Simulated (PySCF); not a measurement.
# SnH4 (SMILES [H][Sn]([H])([H])[H]) at 6 levels

Wanted: a comparison of 6 runs (M06-2X/STO-3G, PBE0/STO-3G, wB97X-V/STO-3G, BCCD(T)/STO-3G, CCSDTQ/STO-3G, QCISD(T)/STO-3G) of SnH4. Input form: a Python script.

The calculation is run with PySCF 2.14.0.

4 further runs of the same task are left out: 4 set aside as unsound or not needed.

### 1 The molecule

The species is SnH4 (5 atoms), meant as a singlet with charge 0. SMILES: `[H][Sn]([H])([H])[H]`. Geometry: a GFN2-xTB relaxation, a rough one for these elements and not checked as a minimum.

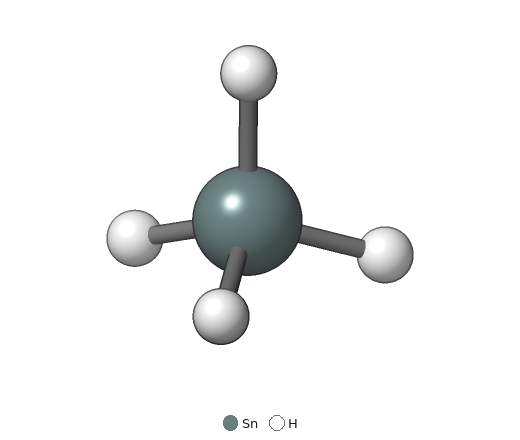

Viewed from a chosen angle; tin teal, hydrogen white.

### 2 The energy at M06-2X/STO-3G (run 1)

The input, calc.py:

```python
from pyscf import gto, dft

system = gto.M(
    atom='''
Sn    -0.001871    -0.000435    -0.000907
H      0.022658    -0.034903     3.095787
H      2.911482     0.020333    -1.048552
H     -1.473495     2.536164    -0.996150
H     -1.458774    -2.521159    -1.050196
''',
    basis='sto-3g',
    spin=0,
    charge=0,
    verbose=4,
    unit='bohr',
    max_memory=1860,
)

ks = dft.RKS(system)
ks.xc = 'm06-2x'
ks.grids.level = 5
ks.conv_tol = 1e-10
ks.kernel()
if not ks.converged:
    ks = ks.newton().run(ks.mo_coeff, ks.mo_occ)

energy = ks.e_tot
print('E(%s) = %.9f' % ('M06-2X', energy))
```

On the command line:

```sh
OMP_NUM_THREADS=1 python calc.py
```

The program printed:

```text
PySCF version 2.14.0

[... 66 lines left out ...]
converged SCF energy = -5967.90826328589
E(M06-2X) = -5967.908263286
```

Run time: 4.5 s. Hardware: 1 thread of Arm Neoverse V1, shared host; peak memory 0.25 GiB.

### 3 A single-point energy at PBE0/STO-3G (run 2)

The input, mol.xyz:

```xyz
5
H4Sn
Sn    -0.000990    -0.000230    -0.000480
H      0.011990    -0.018470     1.638220
H      1.540690     0.010760    -0.554870
H     -0.779740     1.342080    -0.527140
H     -0.771950    -1.334140    -0.555740
```

The input, calc.py:

```python
# SnH4
from pyscf import gto, dft

mol = gto.M(
    atom='mol.xyz',
    verbose=4,
    basis='sto-3g',
    max_memory=1860,
    charge=0,
    spin=0,
)

mf = dft.RKS(mol)
mf.xc = 'pbe0'
mf.conv_tol = 1e-10
mf.grids.level = 5
mf.kernel()
if not mf.converged:
    mf = mf.newton().run(mf.mo_coeff, mf.mo_occ)

e_tot = mf.e_tot
print(f'total energy: {e_tot:.8f} hartree')
```

On the command line:

```sh
OMP_NUM_THREADS=1 python calc.py
```

The program printed:

```text
PySCF version 2.14.0

[... 64 lines left out ...]
converged SCF energy = -5967.43540964177
total energy: -5967.43540964 hartree
```

Run time: 3.3 s. Hardware: 1 thread of Arm Neoverse V1, shared host; peak memory 0.24 GiB.

Runs 3 to 5 aren't shown in full; the table further down has their settings and results.

### 4 A single-point energy at QCISD(T)/STO-3G (run 6)

The input, job.py:

```python
from pyscf import gto, scf, cc

system = gto.M(
    atom='''
Sn  -0.000990  -0.000230  -0.000480
H    0.011990  -0.018470   1.638220
H    1.540690   0.010760  -0.554870
H   -0.779740   1.342080  -0.527140
H   -0.771950  -1.334140  -0.555740
''',
    max_memory=1860,
    charge=0,
    verbose=3,
    basis='sto-3g',
)

mf = scf.RHF(system)
mf.conv_tol = 1e-10
mf.kernel()
if not mf.converged:
    mf = mf.newton().run(mf.mo_coeff, mf.mo_occ)

mycc = cc.QCISD(mf, frozen=18)
mycc.kernel()
e_t = mycc.qcisd_t()
e_final = mycc.e_tot + e_t
print('E = %.10f Eh' % e_final)
```

On the command line:

```sh
OMP_NUM_THREADS=1 python job.py
```

The program printed:

```text
converged SCF energy = -5965.61874481771
E(QCISD) = -5965.679887092769  E_corr = -0.06114227506184066
QCISD(T) correction = -0.000348368518698159
E = -5965.6802354613 Eh
```

Wall time 0.91 s (1 thread of Arm Neoverse V1, shared host); peak memory 0.1 GiB.

### 5 All runs side by side

| run | level | nlc grid | integration grid | energy (Eh) | dipole moment (D) of the reference | HOMO energy (eV) | LUMO energy (eV) | wall time |
| --- | --- | --- | --- | --- | --- | --- | --- | --- |
| 1 | M06-2X/STO-3G | – | 5 | -5967.908263 | 0.01 | -8.59 | 9.24 | 4.5 s |
| 2 | PBE0/STO-3G | – | 5 | -5967.435410 | 0.01 | -7.26 | 8.49 | 3.3 s |
| 3 | wB97X-V/STO-3G | 1 | 5 | -5967.438799 | 0.01 | -9.71 | 10.97 | 13 s |
| 4 | BCCD(T)/STO-3G | – | – | -5965.680244 | – | – | – | 1.4 s |
| 5 | CCSDTQ/STO-3G | – | – | -5965.680419 | 0.01 | -10.48 | 13.33 | 13 s |
| 6 | QCISD(T)/STO-3G | – | – | -5965.680235 | 0.01 | -10.48 | 13.33 | 0.91 s |

### 6 Results

| quantity | value |
| --- | --- |
| run 6: total energy | -5965.68024 Eh |
| run 6: dipole moment (Hartree–Fock density) | 0.01 D |
| run 6: HOMO energy (Hartree–Fock orbitals) | -10.48 eV |
| run 6: LUMO energy (Hartree–Fock orbitals) | 13.33 eV |
| run 6: HOMO–LUMO gap (Hartree–Fock orbitals) | 23.82 eV |
| run 6: correlation energy (18 core orbitals frozen) | -61.5 mEh |
| run 6: (T) correction | -0.35 mEh |
| run 6: T1 diagnostic | 0.003 |

Over runs 1, 2, 3 the HOMO–LUMO gap runs from 15.75 eV (PBE0/STO-3G) to 20.68 eV (wB97X-V/STO-3G). Totals of different functionals can't be ranked against each other. In runs 1, 2, 3, 4, 5, 6 the basis is minimal, so the values are rough. In runs 1, 2, 3, 4, 5, 6 relativity is left out where basis or elements ask for it. All runs together took 36 s, the longest 13 s.
